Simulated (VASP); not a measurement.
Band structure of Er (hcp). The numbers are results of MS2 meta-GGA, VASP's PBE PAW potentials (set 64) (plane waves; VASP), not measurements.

The 4f electrons are frozen in the core of the lanthanide potential, so 4f levels, which can set the real gap, and their magnetism are missing.

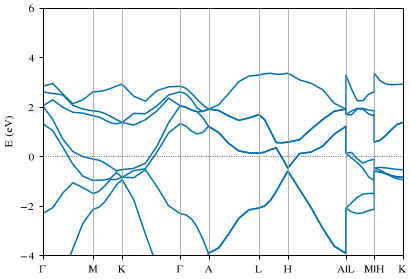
*Bands along high-symmetry lines, zero at the valence-band maximum or, without a gap, the Fermi level*

Task: Read the plot: is there a gap, and where are the band edges?

Result: It has no gap at this level: it comes out as a metal or semimetal.

The compound is Er in the hcp structure. It was relaxed first.
